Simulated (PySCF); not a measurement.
# GaSiH4OF (SMILES [OH][GaH][SiH2]F) at HF/def2-TZVP

What is the vertical ionisation energy of GaSiH4OF at HF/def2-TZVP? The job is set up through a Python script.

The calculation is run with PySCF 2.14.0.

## Step 1: The structure to begin with

GaSiH4OF has 8 atoms, charge 0, and is taken as a singlet. SMILES: `[OH][GaH][SiH2]F`. Geometry: relaxed at PBE0-D4/def2-TZVP. This is one conformer, not always the lowest.

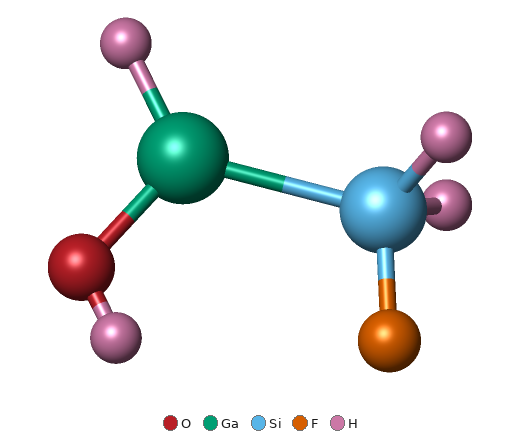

Viewed from a chosen angle; oxygen red, gallium teal, silicon blue, fluorine orange, hydrogen pink.

## Step 2: The energy at HF/def2-TZVP

The input, run.py:

```python
from pyscf import gto

molecule = gto.Mole()
molecule.atom = '''
O     -4.067824     1.262904     0.858881
Ga    -0.777433     2.035424     0.740206
Si     2.015771    -1.306557    -0.655924
F      0.312561    -3.761689    -1.253266
H     -4.441423    -0.437850     0.350355
H     -0.188028     4.805385     1.571118
H      3.905686    -2.046006     1.291628
H      3.414546    -0.659136    -3.008633
'''
molecule.basis = 'def2-tzvp'
molecule.unit = 'bohr'
molecule.max_memory = 1860
molecule.verbose = 3
molecule.build()

mf = molecule.RHF()
mf.conv_tol = 1e-10
mf.kernel()
if not mf.converged:
    mf = mf.newton().run(mf.mo_coeff, mf.mo_occ)

e_final = mf.e_tot
print(f'total energy: {e_final:.8f} hartree')
```

Command:

```console
$ OMP_NUM_THREADS=1 python run.py
```

Standard output:

```text
converged SCF energy = -2388.98734953398
total energy: -2388.98734953 hartree
```

Run time: 11 s. Hardware: 1 thread of Arm Neoverse V2, shared host; peak memory 0.93 GiB.

## Step 3: The doublet cation, same level

The input, geometry.xyz:

```xyz
8

O     -2.152600     0.668300     0.454500
Ga    -0.411400     1.077100     0.391700
Si     1.066700    -0.691400    -0.347100
F      0.165400    -1.990600    -0.663200
H     -2.350300    -0.231700     0.185400
H     -0.099500     2.542900     0.831400
H      2.066800    -1.082700     0.683500
H      1.806900    -0.348800    -1.592100
```

The input, run.py:

```python
from pyscf import gto, scf

mol = gto.M(
    atom='geometry.xyz',
    spin=1,
    basis='def2-tzvp',
    max_memory=1860,
    charge=1,
    verbose=4,
)

myscf = scf.UHF(mol)
myscf.conv_tol = 1e-10
myscf.kernel()
if not myscf.converged:
    myscf = myscf.newton().run(myscf.mo_coeff, myscf.mo_occ)

energy = myscf.e_tot
print(f'total energy: {energy:.8f} hartree')
```

Command:

```console
$ OMP_NUM_THREADS=1 python run.py
```

Standard output:

```text
PySCF version 2.14.0

[... 124 lines left out ...]
converged SCF energy = -2388.63573709345  <S^2> = 0.78201478  2S+1 = 2.0317626
total energy: -2388.63573709 hartree
```

Wall time 25 s (1 thread of Arm Neoverse V2, shared host); peak memory 0.92 GiB.

## Step 4: Results

Level: HF/def2-TZVP.

| quantity | value |
| --- | --- |
| singlet GaSiH4OF: total energy | -2388.98735 Eh |
| singlet GaSiH4OF: dipole moment | 1.96 D |
| singlet GaSiH4OF: HOMO energy | -10.56 eV |
| singlet GaSiH4OF: LUMO energy | 1.03 eV |
| singlet GaSiH4OF: HOMO–LUMO gap | 11.59 eV |
| doublet cation: total energy | -2388.63574 Eh |
| doublet cation: HOMO energy (highest over α and β) | -17.85 eV |
| doublet cation: LUMO energy (lowest over α and β) | -8.60 eV |
| doublet cation: ⟨S²⟩ | 0.782 |
| vertical ionisation energy (to the doublet cation) | 9.568 eV |

The vertical ionisation energy comes to 9.57 eV (221 kcal/mol). The negative HOMO energy of the first species, 10.56 eV, lies 0.99 eV above that difference.
